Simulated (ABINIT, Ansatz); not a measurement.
# Converging GW for PbO (P4/nmm) in ABINIT, part 2 of 2

What does each rung of G0W0 on PbO (P4/nmm) cost, and what does it buy?

ABINIT 10.8.3; PBE and many-body steps on it, plane waves. Known limits of the many-body steps: not at the basis limit; exchange with frozen shells missing; no spin-orbit coupling; coarse k mesh.

So far. Step 3 (Screening, 4×4×4 mesh, 49 bands, screening to 76.2 eV): Local fields lower ε∞ by 11 %. On a Γ-centred mesh this coarse the value itself is usually too large, while a short band sum pulls it down. Step 4 (49 bands, 76.2 eV): The gap on the mesh goes from 1.15 eV to 1.14 eV, a correction of −0.02 eV.

The database entry behind the starting cell differs from later determinations by our own check (c about 1 % long), so it need not match the best structure at ambient conditions.

## (6) 116 bands, 141.5 eV

This step: G0W0 on PBE, plane waves, norm-conserving pseudopotentials.

run.abi

```
acell 3*1.0 Angstrom
rprim 
  3.974800000000 0.000000000000 0.000000000000
  0.000000000000 3.974800000000 0.000000000000
  0.000000000000 0.000000000000 5.022700000000
ntypat 2
znucl 82 8
natom 4
typat 1 1 2 2
xred 
  0.000000000000 0.500000000000 0.238514000000
  0.500000000000 0.000000000000 0.761486000000
  0.000000000000 0.000000000000 0.000000000000
  0.500000000000 0.500000000000 0.000000000000
pp_dirpath "pseudos"
pseudos "Pb.upf, O.upf"
ecut 36
ngkpt 4 4 4
nshiftk 1
shiftk 0 0 0
kptopt 1
chksymbreak 0
istwfk *1
occopt 1
irdwfk 1
optdriver 4
nband 116
gwcalctyp 0
ecutsigx 36
symsigma 1
nkptgw 2
kptgw 
  0.0000000000 0.0000000000 0.0000000000
  0.5000000000 0.5000000000 0.0000000000
bdgw 
  18 22
  19 22
ecuteps 5.2
irdscr 1
ppmodel 1
indata_prefix "in"
outdata_prefix "out"
tmpdata_prefix "tmp"
```

Command:

```sh
OMP_NUM_THREADS=1 mpirun -n 8 abinit run.abi > log
```

The program printed:

```text
.Version 10.8.3 of ABINIT. v10.8.2 released Aug 2026.

 Symmetries : space group P4/n m m (#129); Bravais tP (primitive tetrag.)
[... echo of the input left out ...]
== DATASET  1 ==================================================================
-   mpi_nproc: 8, omp_nthreads: 1 (-1 if OMP is not activated)

--- !DatasetInfo
iteration_state: {dtset: 1, }
dimensions: {natom: 4, nkpt: 18, mband: 116, nsppol: 1, nspinor: 1, nspden: 1, mpw: 5556, }
cutoff_energies: {ecut:  36.0, pawecutdg:  -1.0, }
electrons: {nelect:   4.00000000E+01, charge:   0.00000000E+00, occopt:   1.00000000E+00, tsmear:   1.00000000E-02, }

 SIGMA: Calculation of the GW corrections

 Based on a program developped by R.W. Godby, V. Olevano, G. Onida, and L. Reining.
 Incorporated in ABINIT by V. Olevano, G.-M. Rignanese, and M. Torrent.
.Using double precision arithmetic ; gwpc =  8

[... cell and pseudopotentials left out ...]
--------------------------------------------------------------------------------

 ==== K-mesh for the wavefunctions ====
 Number of points in the irreducible wedge :    18
[... list of points left out ...]
 Together with 16 symmetry operations and time-reversal symmetry
 yields    64 points in the full Brillouin Zone.

 ==== Q-mesh for screening function ====
 Number of points in the irreducible wedge :    18
[... list of points left out ...]
 Together with 16 symmetry operations and time-reversal symmetry
 yields    64 points in the full Brillouin Zone.

 vcoul_init : cutoff-mode = AUXILIARY_FUNCTION
 q-points for optical limit:   1
     1)      0.000010    0.000020    0.000030
 setmesh: FFT mesh size selected  =    48x   48x   60
          total number of points  =       138240

 Number of electrons calculated from density =   40.0000; Expected =   40.0000
[...]
number of omega for Sigma on real axis              0
 max omega for Sigma on real axis  [eV]           0.00
 zcut for avoiding poles [eV]                     0.10

 EPSILON^-1 parameters (SCR file):
 dimension of the eps^-1 matrix on file            293
 dimension of the eps^-1 matrix used               293
 number of plane-waves for wavefunctions          5533
 number of bands                                   116
 number of q-points in IBZ                          18
 number of frequencies                               2
 number of real frequencies                          1
 number of imag frequencies                          1

 matrix elements of self-energy operator (all in [eV])

 Perturbative Calculation

--- !SelfEnergy_ee
iteration_state: {dtset: 1, }
kpoint     : [   0.000,    0.000,    0.000, ]
spin       : 1
KS_gap     :    2.390
QP_gap     :    2.546
Delta_QP_KS:    0.156
data: !SigmaeeData |
     Band     E0 <VxcDFT>   SigX SigC(E0)      Z dSigC/dE  Sig(E)    E-E0       E
       18   2.152 -19.487 -24.441   5.083   0.753  -0.328 -19.389   0.097   2.249
       19   2.152 -19.487 -24.441   5.083   0.753  -0.328 -19.389   0.097   2.249
       20   3.759 -17.584 -20.215   2.599   0.785  -0.275 -17.609  -0.025   3.734
[...]
--- !SelfEnergy_ee
iteration_state: {dtset: 1, }
kpoint     : [   0.500,    0.500,    0.000, ]
spin       : 1
KS_gap     :    2.145
QP_gap     :    1.882
Delta_QP_KS:   -0.263
data: !SigmaeeData |
     Band     E0 <VxcDFT>   SigX SigC(E0)      Z dSigC/dE  Sig(E)    E-E0       E
[...]
21   4.913  -9.611  -6.778  -2.806   0.833  -0.201  -9.588   0.022   4.935
       22   4.913  -9.611  -6.778  -2.806   0.833  -0.201  -9.588   0.022   4.935

== END DATASET(S) ==============================================================
================================================================================

 -outvars: echo values of variables after computation  --------
           etotal      0.0000000000E+00
            nband         116
             nkpt          18
          spgroup         129
 [... the other variables as echoed above ...]

 Calculation completed.
```

The job ended after 12 s (8 MPI ranks of Arm Neoverse V2, shared host; peak memory 2.9 GiB; 95 s of CPU time).

Numbers from this step:

```
G0W0 gap on the points computed              : 1.201 eV
starting gap on the mesh                     : 1.154 eV
k of the valence top                         : 0, 0, 0
k of the conduction bottom                   : 0.5, 0.5, 0
Z at the valence top                         : 0.785
Z at the conduction bottom                   : 0.833
least direct G0W0 gap on the computed points : 1.882 eV
```

Against G0W0 in ABINIT (4×4×4 mesh, 49 bands, screening to 76.2 eV, Godby-Needs plasmon pole), the gap moves by +0.062 eV.

## (7) Screening, 4×4×4 mesh, 256 bands, screening to 217.7 eV

This step: RPA screening on PBE, plane waves, norm-conserving pseudopotentials.

Edit run.abi of step 6 so:

```diff
@@ -25,17 +25,8 @@
 irdwfk 1
-optdriver 4
-nband 116
-gwcalctyp 0
-ecutsigx 36
-symsigma 1
-nkptgw 2
-kptgw 
-  0.0000000000 0.0000000000 0.0000000000
-  0.5000000000 0.5000000000 0.0000000000
-bdgw 
-  18 22
-  19 22
-ecuteps 5.2
-irdscr 1
-ppmodel 1
+optdriver 3
+nband 256
+ecuteps 8
+inclvkb 2
+awtr 1
+symchi 1
 indata_prefix "in"
```

The program printed:

```text
.Version 10.8.3 of ABINIT. v10.8.2 released Aug 2026.

 Symmetries : space group P4/n m m (#129); Bravais tP (primitive tetrag.)
[... echo of the input left out ...]
== DATASET  1 ==================================================================
-   mpi_nproc: 8, omp_nthreads: 1 (-1 if OMP is not activated)

--- !DatasetInfo
iteration_state: {dtset: 1, }
dimensions: {natom: 4, nkpt: 18, mband: 256, nsppol: 1, nspinor: 1, nspden: 1, mpw: 5556, }
cutoff_energies: {ecut:  36.0, pawecutdg:  -1.0, }
[...]
--------------------------------------------------------------------------------
[... chi0 elements left out ...]
 For q-point:  0.000010 0.000020 0.000030
  dielectric constant =   6.2861
  dielectric constant without local fields =   7.2845

  Average fulfillment of the sum rule on Im[epsilon] for q-point    1 :    114.58  [%]
[... wings left out ...]
  q-point number  2        q = ( 0.250000, 0.000000, 0.000000) [r.l.u.]
--------------------------------------------------------------------------------
[... chi0 elements left out ...]
  Average fulfillment of the sum rule on Im[epsilon] for q-point    2 :    138.84  [%]

 [... 16 further q-points ...]
```

Wall time 8.2 min (8 MPI ranks); peak memory 5.5 GiB.

Numbers from this step:

```
ε∞ with local fields, on this mesh, along the program's q direction : 6.286
the same without local fields                                       : 7.285
plasma frequency                                                    : 26.36 eV
plane waves in the screening matrix                                 : 577
```

## (8) 256 bands, 217.7 eV

This step: G0W0 on PBE, plane waves, norm-conserving pseudopotentials.

Edit run.abi of step 7 so:

```diff
@@ -25,8 +25,17 @@
 irdwfk 1
-optdriver 3
+optdriver 4
 nband 256
+gwcalctyp 0
+ecutsigx 36
+symsigma 1
+nkptgw 2
+kptgw 
+  0.0000000000 0.0000000000 0.0000000000
+  0.5000000000 0.5000000000 0.0000000000
+bdgw 
+  18 22
+  19 22
 ecuteps 8
-inclvkb 2
-awtr 1
-symchi 1
+irdscr 1
+ppmodel 1
 indata_prefix "in"
```

The program printed:

```text
.Version 10.8.3 of ABINIT. v10.8.2 released Aug 2026.

 Symmetries : space group P4/n m m (#129); Bravais tP (primitive tetrag.)
[... echo of the input left out ...]
== DATASET  1 ==================================================================
-   mpi_nproc: 8, omp_nthreads: 1 (-1 if OMP is not activated)

--- !DatasetInfo
iteration_state: {dtset: 1, }
dimensions: {natom: 4, nkpt: 18, mband: 256, nsppol: 1, nspinor: 1, nspden: 1, mpw: 5556, }
cutoff_energies: {ecut:  36.0, pawecutdg:  -1.0, }
[...]
Band     E0 <VxcDFT>   SigX SigC(E0)      Z dSigC/dE  Sig(E)    E-E0       E
[...]
21   4.913  -9.611  -6.778  -2.982   0.832  -0.202  -9.735  -0.124   4.789
       22   4.913  -9.611  -6.778  -2.982   0.832  -0.202  -9.735  -0.124   4.789

== END DATASET(S) ==============================================================
================================================================================

 -outvars: echo values of variables after computation  --------
           etotal      0.0000000000E+00
            nband         256
             nkpt          18
          spgroup         129
 [... the other variables as echoed above ...]

 Calculation completed.
```

Wall time 70 s (8 MPI ranks); peak memory 6.5 GiB.

Numbers from this step:

| Property | Result |
| --- | --- |
| G0W0 gap on the points computed | 1.335 eV |
| starting gap on the mesh | 1.154 eV |
| k of the valence top | 0, 0, 0 |
| k of the conduction bottom | 0.5, 0.5, 0 |
| least direct G0W0 gap on the computed points | 2.008 eV |

Against G0W0 in ABINIT (4×4×4 mesh, 116 bands, screening to 141.5 eV, Godby-Needs plasmon pole), the gap moves by +0.134 eV.

## (9) Side by side

Times are wall times on 8 MPI ranks of Arm Neoverse V2, shared host, good to a factor of about two. A run's time includes the screening step that it read.

| run | mesh | bands | screening cutoff (eV) | DFT gap (eV) | gap on the mesh (eV) | direct (eV) | ε∞ used | time |
| --- | --- | --- | --- | --- | --- | --- | --- | --- |
| 49 bands, 76.2 eV | 4×4×4 | 49 | 76.2 | 1.154 | 1.139 | 1.923 | 6.35 | 31 s |
| 116 bands, 141.5 eV | 4×4×4 | 116 | 141.5 | 1.154 | 1.201 | 1.882 | 6.32 | 1.9 min |
| 256 bands, 217.7 eV | 4×4×4 | 256 | 217.7 | 1.154 | 1.335 | 2.008 | 6.29 | 9.3 min |

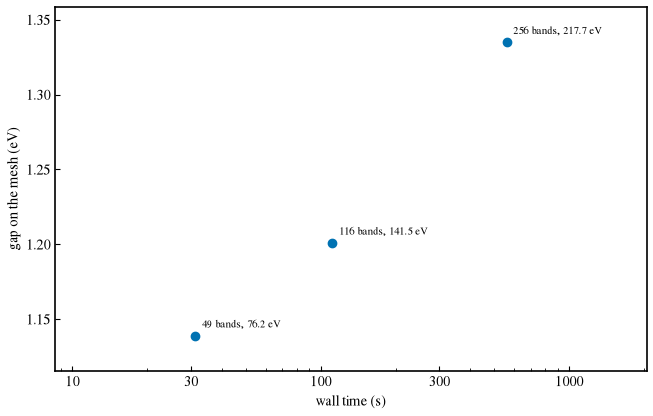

Result against wall time.

## (10) Results

```yaml
49_bands_76p2_ev: 1.139 eV
116_bands_141p5_ev: 1.201 eV
256_bands_217p7_ev: 1.335 eV
known_limits: not at the basis limit; exchange with frozen shells missing; no spin-orbit coupling; coarse k mesh
```

In words: From the first rung to the last the gap moves by +0.20 eV for 18 times the time. The steps are not yet shrinking, so no limit is drawn. In the G0W0 runs levels were corrected at 2 k points alone, so a gap called «on the mesh» is the least over those, and an edge elsewhere would be missed. The 4×4×4 mesh is coarse for this cell, which bears on the long-range parts of exchange and screening. Where an edge is built on 6p states of lead, bismuth or thallium, scalar-relativistic gaps usually stand too wide, by a few tenths to over one eV. The norm-conserving file of at least one element keeps a d shell over frozen s and p shells of the same row. Exchange with those shells is missing from the self-energy, an error of 0.3 to 0.9 eV in cases checked, whose sign depends on which edge lies on those atoms. The many-body steps are scalar-relativistic: spin-orbit coupling is not in them.

[Paths, hosts, dates, memory and timing lines, banners, echoed tables and standing remarks are left out of the program output.]

[Logs are printed without paths, hosts, clocks, repeated set-up lines and the standing remarks that a program may print on its own settings, such as how far it seeks lower states.]

[Runs of the session that timed out or met a known fault of the program may be left out.]

[Hosts, paths, dates, database ids (printed as entryN), source tags and the programs' standing remarks are cut or masked in the printed files.]

[G0W0 gaps are taken among the corrected bands and points alone; a level outside them can change the order at an edge.]

[Where Ansatz stands beside ABINIT at settings called matched, ABINIT's density can come from a denser mesh and the files from another edition; pairs whose starting gaps differed by over 0.03 eV were left out, so agreement reads better than it is.]
